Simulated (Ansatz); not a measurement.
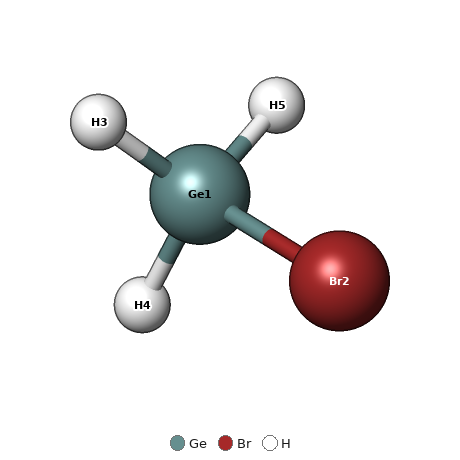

Rigid scan of the bend H5–Ge1–H4 in GeH₃Br, SMILES [GeH3][Br], singlet. The Ansatz code 0.2.0, def2-TZVPP, cores frozen in correlated methods. A bend is scanned from the minimum (PBE0-D4/def2-TZVP); energies less that of the minimum at the same level; the first-named atom and what hangs on it turn in the plane. On heavy atoms the filled d shell below the valence is correlated. Straight lines join the computed points.

Methods: PBE-D4, B3LYP-D4, MP2, CCSD(T) and PBE0-D4.

**How far can the coupled-cluster curve be trusted along the scan?**

The calculation's T1 diagnostic reaches at most 0.009 (at 142°), under the customary mark of 0.02, so it gives no sign of multireference character.

**Give the computed values.**

In eV:
| angle H5–Ge1–H4 (°) | PBE-D4 | B3LYP-D4 | MP2 | CCSD(T) | PBE0-D4 |
| --- | --- | --- | --- | --- | --- |
| 82 | 0.546 | 0.583 | 0.615 | 0.595 | 0.582 |
| 89 | 0.302 | 0.322 | 0.342 | 0.330 | 0.323 |
| 97 | 0.132 | 0.140 | 0.150 | 0.144 | 0.141 |
| 104 | 0.032 | 0.034 | 0.037 | 0.035 | 0.035 |
| 112 | 0.000 | 0.000 | 0.000 | 0.000 | 0.000 |
| 119 | 0.034 | 0.036 | 0.037 | 0.037 | 0.035 |
| 127 | 0.132 | 0.141 | 0.147 | 0.145 | 0.138 |
| 134 | 0.293 | 0.314 | 0.327 | 0.321 | 0.308 |
| 142 | 0.518 | 0.554 | 0.579 | 0.567 | 0.546 |

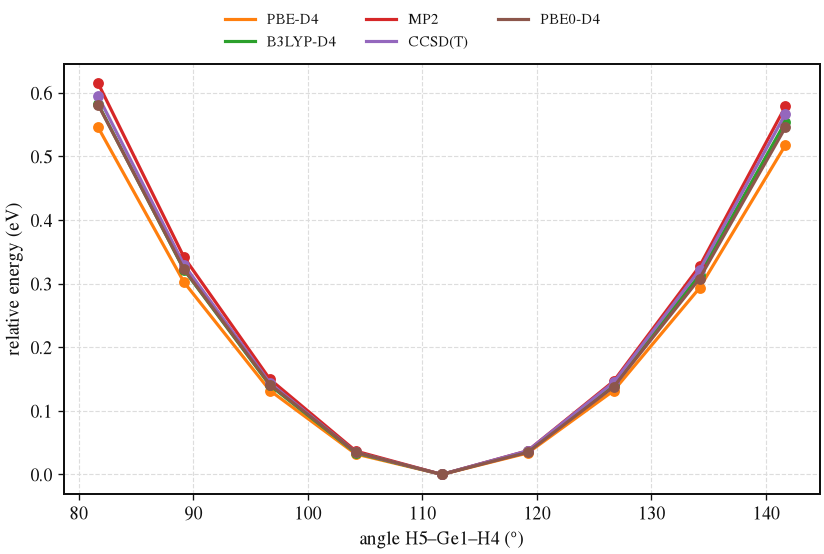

Note: no scalar relativity up to krypton.
